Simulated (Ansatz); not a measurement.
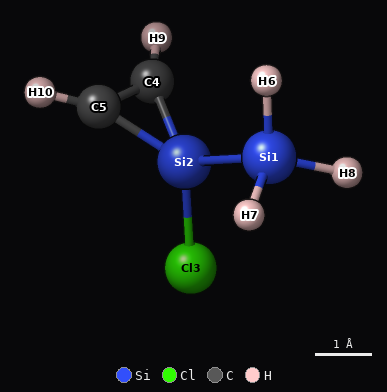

C$_{2}$H$_{5}$ClSi$_{2}$, before the relaxation. The picture is a ball-and-stick view, seen from a free direction.

The start comes from PBE-D4/def2-SVP.

All numbers below come from RKS PBE0-D4/def2-TZVP (Ansatz).

The input:
```yaml
crystal:
  periodic: [false, false, false]
  atoms:
    - {symbol: Si, position_ang: [-1.320415, -1.149047, -0.718688]}
    - {symbol: Si, position_ang: [0.579447, -0.215534, 0.261745]}
    - {symbol: Cl, position_ang: [1.888564, -1.770157, 0.777855]}
    - {symbol: C, position_ang: [0.644578, 1.377871, 1.155765]}
    - {symbol: C, position_ang: [1.229856, 1.462946, -0.059652]}
    - {symbol: H, position_ang: [-2.282445, -0.045539, -1.067907]}
    - {symbol: H, position_ang: [-0.934092, -1.896690, -1.965772]}
    - {symbol: H, position_ang: [-1.972799, -2.104790, 0.242710]}
    - {symbol: H, position_ang: [0.487583, 2.053162, 2.011609]}
    - {symbol: H, position_ang: [1.762922, 2.236578, -0.634664]}
basis:
  gaussian: {orbitals: def2-TZVP}
hamiltonian: {xc: pbe0, dispersion: d4}
relax: {f_tol: 0.005, max_steps: 150}
```

### What does the optimiser find from here?

The atom that moves furthest after the best rigid fit is H10 (0.042 Å). Largest moves by element: H 0.042 Å, Cl 0.037 Å, C 0.026 Å, Si 0.014 Å. Among the contacts that change: Si2–Cl3 2.097 → 2.065 Å, Si2–C4 1.828 → 1.799 Å, Si1–H6 1.505 → 1.486 Å, Si1–H7 1.504 → 1.486 Å. Over 5 geometry steps the energy falls by 5.26 kJ/mol. Largest force component: 0.56 eV/Å at the start, 0.0021 eV/Å at the end.

The structure at the end:

```xyz
10

Si   -1.3119   -1.1392   -0.7145
Si    0.5814   -0.2120    0.2612
Cl    1.8780   -1.7351    0.7736
C     0.6395    1.3551    1.1432
C     1.2157    1.4410   -0.0587
H    -2.2540   -0.0437   -1.0607
H    -0.9301   -1.8807   -1.9443
H    -1.9598   -2.0772    0.2385
H     0.4905    2.0277    1.9794
H     1.7340    2.2129   -0.6148
```
